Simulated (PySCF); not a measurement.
# C₃H₇FGeSi: electronic excitations

Wanted: the electronic excitations of C₃H₇FGeSi (`C[SiH2]C#[C][GeH2][F]`), by calculation.

Programs: PySCF 2.14.0, with density-fitted response routines of our own. Each step states its level of theory. These are calculated values for one molecule in the gas phase, unless marked as measured. Atoms count from 0, in the outputs and in this text.

**1. The molecule as given**

13 atoms, charge 0, multiplicity 1; geometry from: GFN2-xTB.

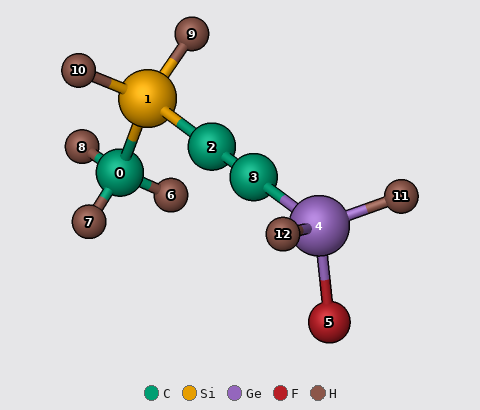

As it starts; carbon teal, silicon amber, germanium purple, fluorine red, hydrogen brown, atoms numbered.

**2. TDDFT and polarisability: PBE0/def2-SVPD**

What the job is given:

```
{"job": {"kind": "uv", "xc": "PBE0", "basis": "def2-SVPD", "nstates": 8, "ntriplets": 3}, "charge": 0, "multiplicity": 1}
C     -2.310683     0.126003    -1.317627
Si    -1.764679    -0.308387     0.445548
C      0.085040    -0.145087     0.554177
C      1.289143    -0.043347     0.638590
Ge     3.175350     0.120589     0.754511
F      3.713242     0.613586    -0.831639
H     -2.033906     1.144023    -1.578503
H     -1.854954    -0.536647    -2.048549
H     -3.389248     0.039840    -1.420146
H     -2.340914     0.624737     1.421795
H     -2.097078    -1.700197     0.774436
H      3.635892     1.248094     1.629636
H      3.888408    -1.182719     0.960042
```

With the program's defaults for keys left out, this is: TDDFT PBE0/def2-SVPD, vertical, gas phase, core orbitals frozen in the response.

Launch:

```bash
> OMP_NUM_THREADS=1 python probes_run.py task.json out
```

The driver reads the jobs from task.json and runs them one after another.

The program printed:

```text
coarse grid: 51976 points
cycle   1  E = -2583.6128309678  dE = -2.853e-01  |g| = 7.712e-01  |ddm| = 5.805e+00
cycle   2  E = -2583.4679955195  dE =  1.448e-01  |g| = 1.215e+00  |ddm| = 2.325e+00
cycle   3  E = -2583.7177920509  dE = -2.498e-01  |g| = 1.635e-01  |ddm| = 1.289e+00
cycle   4  E = -2583.7225290147  dE = -4.737e-03  |g| = 5.167e-02  |ddm| = 2.983e-01
cycle   5  E = -2583.7228025220  dE = -2.735e-04  |g| = 3.922e-02  |ddm| = 1.194e-01
cycle   6  E = -2583.7231858167  dE = -3.833e-04  |g| = 2.546e-03  |ddm| = 6.048e-02
cycle   7  E = -2583.7231877184  dE = -1.902e-06  |g| = 5.486e-04  |ddm| = 1.158e-02
final grid: 107800 points
cycle   8  E = -2583.7232088955  dE = -4.595e-08  |g| = 5.801e-04  |ddm| = 8.977e-03
cycle   9  E = -2583.7232088416  dE =  5.384e-08  |g| = 7.553e-04  |ddm| = 2.581e-03
cycle  10  E = -2583.7232089883  dE = -1.467e-07  |g| = 1.886e-04  |ddm| = 1.211e-03
cycle  11  E = -2583.7232089968  dE = -8.496e-09  |g| = 4.023e-05  |ddm| = 3.282e-04
cycle  12  E = -2583.7232089972  dE = -3.820e-10  |g| = 8.160e-06  |ddm| = 6.905e-05
converged SCF energy = -2583.7232089972

Static polarisability (au): isotropic 92.574, principal 72.491 77.356 127.874

Singlet excitations
state   eV       nm        f      main configurations
  1   5.4495    227.5   0.00000   H->L 0.93
  2   5.8391    212.3   0.01944   H-1->L 0.62, H->L+1 0.34
  3   6.0558    204.7   0.00014   H-1->L+1 0.93
  4   7.3447    168.8   0.81932   H->L+1 0.38, H-1->L 0.29, H-2->L 0.21
  5   7.3806    168.0   0.00364   H-3->L 0.75, H-4->L 0.13
  6   7.5976    163.2   0.00050   H->L+2 0.92
  7   7.6762    161.5   0.01225   H-5->L 0.86
  8   7.7273    160.4   0.02542   H-1->L+2 0.84

Triplet excitations (Tamm-Dancoff, eV): 4.5957 4.9650 5.0773
```

Run time: 74 s. Hardware: 1 thread of Arm Neoverse N1, shared host; peak memory 0.85 GiB.

Frontier orbitals and where they lie:

```csv
orbital,eV,atoms
HOMO−3,-9.89,"F5 24 %, Ge4 19 %, H11 12 %"
HOMO−2,-9.81,"C0 34 %, Si1 25 %, C2 11 %"
HOMO−1,-8.43,"C3 38 %, C2 36 %, C0 8 %"
HOMO,-8.33,"C3 37 %, C2 37 %, Si1 7 %"
LUMO,-1.15,"Ge4 24 %, C3 23 %, C2 22 %"
LUMO+1,-0.49,"C2 29 %, C3 28 %, Ge4 14 %"
LUMO+2,0.35,"Ge4 27 %, Si1 20 %, C0 9 %"
```

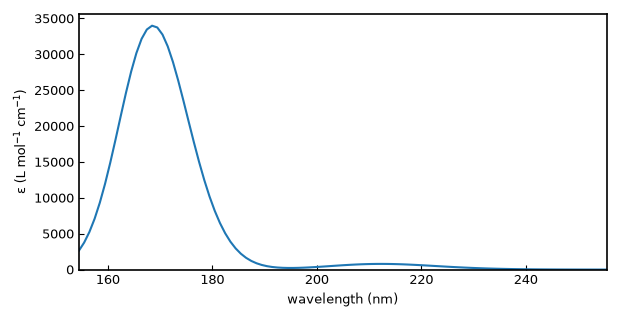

Absorption spectrum: each of the 8 states is a Gaussian band of 0.4 eV half-width at 1/e. Beyond the last state computed it falls off for lack of states.

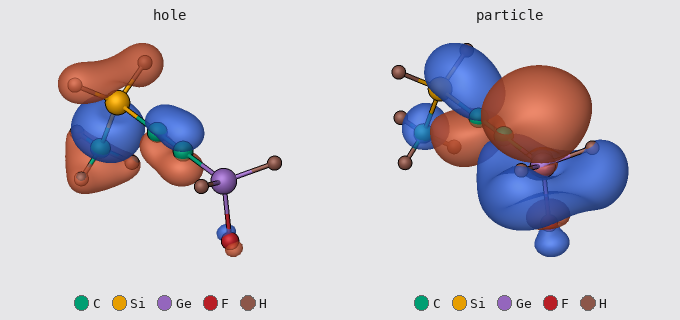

Leading natural transition orbitals of singlet state 4: the electron leaves the hole (left) for the particle orbital (right).

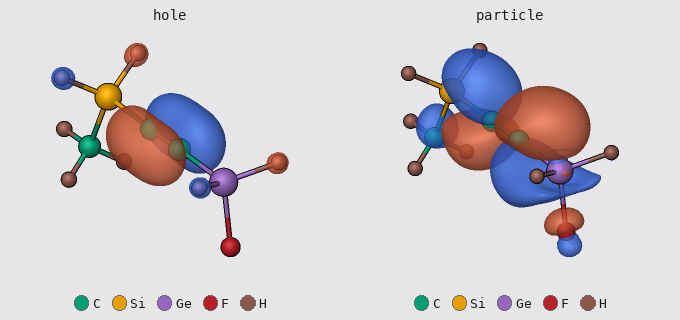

Leading natural transition orbitals of singlet state 1: the electron leaves the hole (left) for the particle orbital (right).

Ground-state properties from the same run:

```csv
property,computed
dipole moment (D),2.29
polarisability (Å³),13.72
HOMO–LUMO gap (eV),7.18
−ε(HOMO) (eV),8.33
```

Orbitals, density, ELF and potential are computed afterwards from the orbital file.

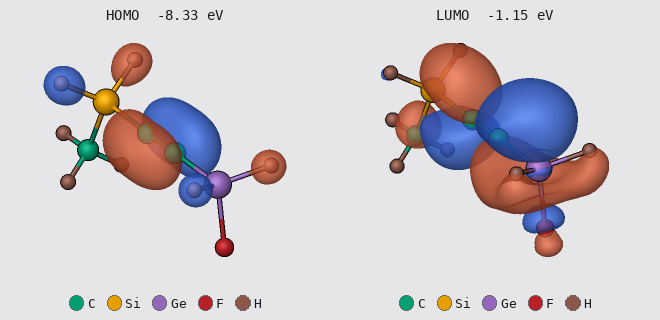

PBE0/def2-SVPD orbitals near the gap, drawn at the value that encloses 70 % of each; the two colours are the two signs.

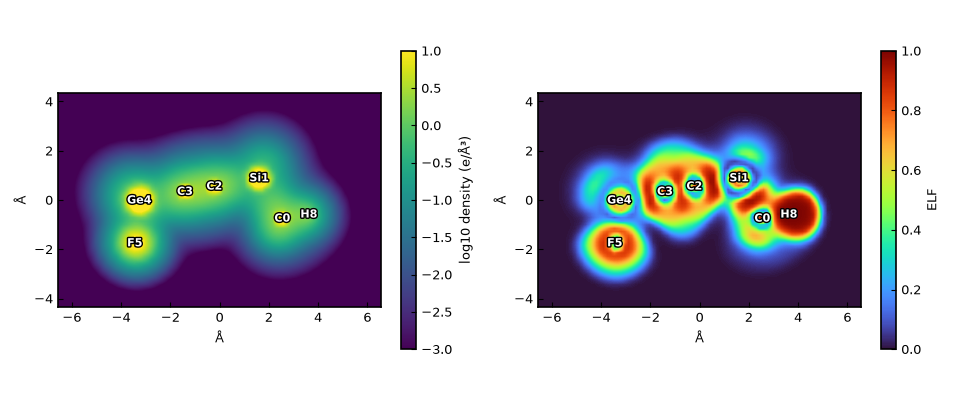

Density (left) and ELF (right) in a plane through or near 7 of the atoms.

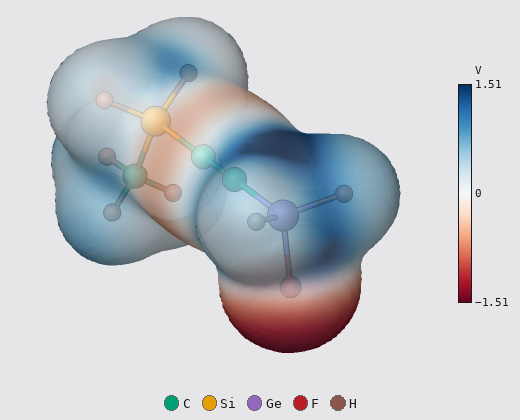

Electrostatic potential on the surface of density 0.002 e/bohr³; red is low, blue high. It runs from -1.43 V near F5 to 1.51 V near Ge4.

**3. Outcome**

```
                                quantity                        value
         lowest singlet (PBE0/def2-SVPD)  5.45 eV (228 nm), f = 0.000
brightest single state of those computed  state 4, 7.34 eV, f = 0.819
                          lowest triplet                      4.60 eV
   surface potential, least and greatest           -1.43 V and 1.51 V
```

In words: The lowest singlet, at 5.45 eV, is HOMO→LUMO 0.93 and is dark; of the 8 states computed, the strongest absorption comes from state 4 at 7.34 eV. The lowest triplet lies 0.85 eV below the lowest singlet (triplets in Tamm-Dancoff, singlets in full TDDFT). At PBE0/def2-SVPD, counted by nearest atom on the grid, the HOMO lies on C2, C3 about 38 % each, the LUMO on C2, C3 about 21 % each; Ge4 16 %.
